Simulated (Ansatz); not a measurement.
**B2PLYP/cc-pVDZ run of CH5BO2 (SMILES COBO)**

Aim: the energy change on altering one bond length of CH5BO2 at B2PLYP/cc-pVDZ, from 2 runs. 

The calculation is run with Ansatz 0.2.0.

70 further runs of the same task are left out: 70 set aside as unsound or not needed.

## Step 1: The molecule

CH5BO2: 9 atoms, total charge 0, spin state singlet. As SMILES, `COBO`. The shape is that of a PBE0-D4/def2-TZVP optimisation. This is one conformer, not always the lowest.

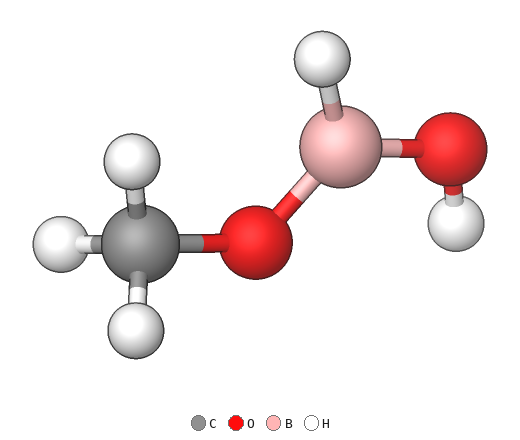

The structure, seen from a chosen angle (carbon grey, oxygen red, boron pink, hydrogen white).

## Step 2: The energy at B2PLYP/cc-pVDZ

job.yaml

```yaml
crystal:
  periodic: [false, false, false]
  atoms:
    - {symbol: C, position_ang: [0.281800, 0.801900, -1.057400]}
    - {symbol: O, position_ang: [-0.113500, 0.454800, 0.251000]}
    - {symbol: B, position_ang: [-0.134900, -0.834100, 0.671600]}
    - {symbol: O, position_ang: [-0.524600, -1.118500, 1.938500]}
    - {symbol: H, position_ang: [0.568100, -0.079800, -1.637600]}
    - {symbol: H, position_ang: [1.131400, 1.486400, -1.006200]}
    - {symbol: H, position_ang: [-0.544800, 1.307500, -1.561700]}
    - {symbol: H, position_ang: [0.183900, -1.738400, -0.047600]}
    - {symbol: H, position_ang: [-0.758900, -0.326300, 2.432200]}
basis:
  gaussian:
    orbitals: cc-pVDZ
total_charge: 0
magnetization:
  spin_polarized: false
  initial_magnetization: 0
hamiltonian:
  xc: {name: B2PLYP}
correlation:
  frozen_orbitals: {B: 1, C: 1, H: 0, O: 1}
accuracy: high
output: {orbitals: {seedname: orbitals}}
```

Command:

```sh
ansatz run job.yaml --threads 1 --pin off --max-ram 3480MiB --events-out events.jsonl --progress --plain --runs-dir runs
```

What it wrote:

```text
Warning: RAYON_NUM_THREADS=1 ignored (pool sized by the plan → 1); use --threads N
Functional definition: B2PLYP
  name "B2PLYP"
  parameter a = 0.53
  parameter c = 0.27
  exchange = (1 - a)*b88_x + a*exact_x
  correlation = (1 - c)*lyp_c + c*(mp2_os + mp2_ss)
1902 factors; integrals over basis functions are off by at most 5.7e-9 eV
mean field evaluation 1: about -5876.7039 eV, gradient 4.6e1 eV
mean field evaluation 2: about -5876.7032 eV, gradient 4.6e1 eV
mean field evaluation 4: about -5880.4838 eV, gradient 3.2e0 eV
mean field evaluation 8: about -5880.5057 eV, gradient 5.5e-2 eV
mean field evaluation 16: about -5880.5057 eV, gradient 3.8e-6 eV
mean field -5880.50573395 eV, -216.1045997727 hartree, gradient 4.0e-8 eV, S^2 0.000000; 0 other end points of the search recorded, 0 dependent functions left out
4 core orbitals not correlated: weight in the atoms' cores, before any rotation towards them, 1.000 or more for the frozen orbitals, at most 0.000 for the correlated occupied ones
reference -5880.50575818 eV, -216.1046006630 hartree; 12, 12 occupied and 65, 65 virtual orbitals, 1902 factors
second order -19.81444098 eV of doubles, -0.00000000 eV of singles
Total energy: -5885.85565724 eV, -216.3012058274 hartree
```

Run time: 7.2 s. Hardware: 1 thread of Arm Neoverse V2, shared host; peak memory 0.24 GiB.

## Step 3: The distorted shape, same level

in.yaml

```yaml
crystal:
  periodic: [false, false, false]
  atoms:
    - {symbol: C, position_ang: [0.405793, 0.726058, -0.981753]}
    - {symbol: O, position_ang: [0.010493, 0.378958, 0.326647]}
    - {symbol: B, position_ang: [-0.010907, -0.909942, 0.747247]}
    - {symbol: O, position_ang: [-0.400607, -1.194342, 2.014147]}
    - {symbol: H, position_ang: [0.692093, -0.155642, -1.561953]}
    - {symbol: H, position_ang: [1.255393, 1.410558, -0.930553]}
    - {symbol: H, position_ang: [-0.544800, 1.307500, -1.561700]}
    - {symbol: H, position_ang: [0.307893, -1.814242, 0.028047]}
    - {symbol: H, position_ang: [-0.634907, -0.402142, 2.507847]}
basis:
  gaussian: {orbitals: cc-pVDZ}
hamiltonian: {xc: {name: B2PLYP}}
output: {orbitals: {seedname: orbitals}}
correlation: {frozen_orbitals: {B: 1, C: 1, H: 0, O: 1}}
accuracy: high
```

Command:

```sh
ansatz run in.yaml --threads 1 --pin off --max-ram 3480MiB --events-out events.jsonl --progress --plain --runs-dir runs
```

What it wrote (excerpt; [...] marks lines left out):

```text
Warning: RAYON_NUM_THREADS=1 ignored (pool sized by the plan → 1); use --threads N
Functional definition: B2PLYP
  name "B2PLYP"
[...]
1903 factors; integrals over basis functions are off by at most 7.1e-9 eV
[...]
mean field -5880.17559132 eV, -216.0924672548 hartree, gradient 9.6e-8 eV, S^2 0.000000; 0 other end points of the search recorded, 0 dependent functions left out
4 core orbitals not correlated: weight in the atoms' cores, before any rotation towards them, 1.000 or more for the frozen orbitals, at most 0.000 for the correlated occupied ones
reference -5880.17561618 eV, -216.0924681684 hartree; 12, 12 occupied and 65, 65 virtual orbitals, 1903 factors
second order -19.92975278 eV of doubles, -0.00000000 eV of singles
Total energy: -5885.55664943 eV, -216.2902174930 hartree
```

Run time: 6.9 s. Hardware: 1 thread of Arm Neoverse V2, shared host; peak memory 0.24 GiB.

## Step 4: What came out

Level: B2PLYP/cc-pVDZ, 4 core orbitals frozen.

| quantity | value |
| --- | --- |
| first shape: total energy | -216.30121 Eh |
| first shape: HOMO energy (SCF part's orbitals) | -9.87 eV |
| first shape: LUMO energy (SCF part's orbitals) | 2.80 eV |
| first shape: HOMO–LUMO gap (SCF part's orbitals) | 12.67 eV |
| distorted shape: total energy | -216.29022 Eh |
| distorted shape: HOMO energy (SCF part's orbitals) | -9.77 eV |
| distorted shape: LUMO energy (SCF part's orbitals) | 2.73 eV |
| distorted shape: HOMO–LUMO gap (SCF part's orbitals) | 12.50 eV |
| energy change with the C1–H7 bond stretched from 1.092 to 1.256 Å | 0.299 eV |

In words: With the C1–H7 bond stretched from 1.092 to 1.256 Å the energy rises by 0.30 eV (28.8 kJ/mol). The first shape isn't relaxed at this level, so the change isn't measured from a minimum.
